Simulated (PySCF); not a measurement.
## Electronic structure of B₃Cl₃H₅N₃OSi (SMILES Cl[Si](Cl)(Cl)OB1NBNBN1) in real space

Input

```
{"job": {"kind": "nmr", "xc": "PBE0", "basis": "pcSseg-1"}, "charge": 0, "multiplicity": 1}
N      0.715793     0.078964     0.797663
B      0.187504     0.939246     1.806218
N     -1.115413     1.483014     1.599774
B     -1.894695     1.195214     0.439139
N     -1.320653     0.329114    -0.536878
B     -0.022182    -0.236516    -0.380913
O      0.468230    -1.068096    -1.380569
Si     1.754335    -1.911414    -1.878348
Cl     3.122991    -2.142629    -0.366375
Cl     2.659286    -0.942298    -3.423609
Cl     1.146883    -3.753591    -2.493204
H      1.635204    -0.324171     0.930014
H      0.825507     1.195558     2.800407
H     -1.503199     2.094734     2.305526
H     -2.998156     1.664953     0.287490
H     -1.843440     0.104340    -1.373479
```

Command:

```sh
OMP_NUM_THREADS=1 python cluster_run.py task.json out
```

Geometry: PBE0-D3(BJ)/def2-SVP.

All numbers below come from PySCF, PBE0/pcSseg-1, SCF density, gas phase, non-relativistic.

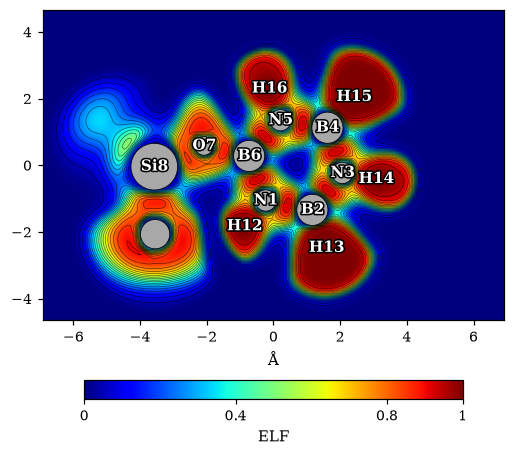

Figure 1. Electron localisation function on the plane of atoms N3, B4 and H15. Grey discs cover the atomic cores.

**Interpret the plot.**

Atoms in the plane: N, B, O, Si and H.
B–O (1.39 Å): the ELF peaks at about 0.90 between the atoms: a shared but strongly polarised pair.
B–N (1.42 Å): the ELF peaks at about 0.95 between the atoms; a polar covalent bond.
Si–O (1.62 Å): the ELF peaks at about 0.85 between the atoms (a short, strongly polar bond).
N–H (1.01 Å): the ELF climbs to about 1 towards the hydrogen, as it does in any bond to H; a covalent bond by its length.
B–H (1.21 Å): the ELF climbs to about 1 towards the hydrogen; an ordinary covalent bond to hydrogen.
The ELF also peaks beside Cl9 and O7, away from the bonds: lone-pair regions.

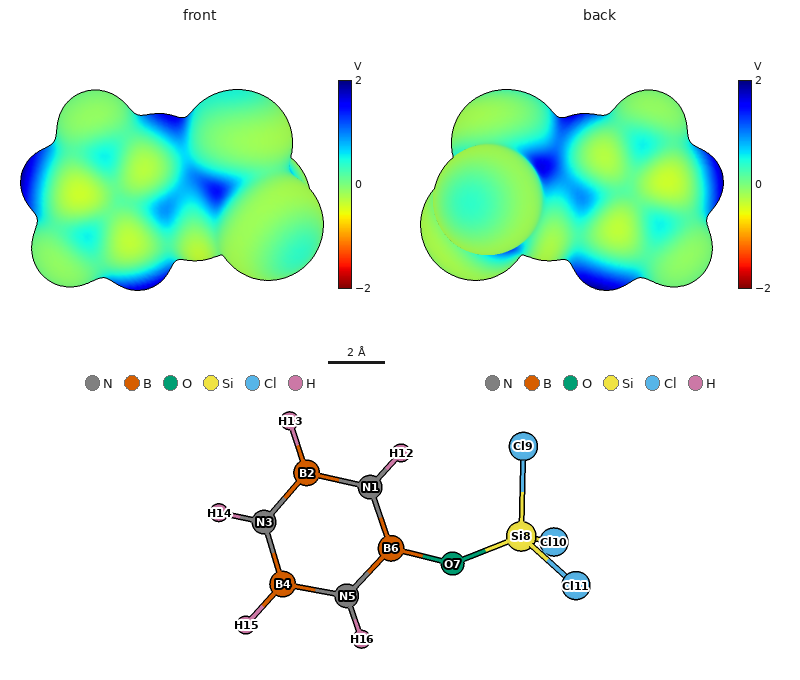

Figure 2. The electrostatic potential painted on the density surface at 0.002 e/bohr³, seen from the front and from behind; red is negative and blue positive. The bare structure is drawn below in the same view.

**Which sites attract a positive test charge, and which a negative one?**

A positive charge is drawn to the negative regions and a negative charge to the positive ones. The most negative region (about −0.3 V) lies over N3, N5 and O7, the most positive (about +1.8 V) over H14 and H16. Cl10 shows a σ-hole: about +0.4 V at the tip opposite its bond, against about −0.1 V on its flanks. Cl11 shows a σ-hole: about +0.4 V at the tip opposite its bond, against about −0.1 V on its flanks.

**How polar is the molecule by this calculation?**

Its dipole moment is 1.43 D.
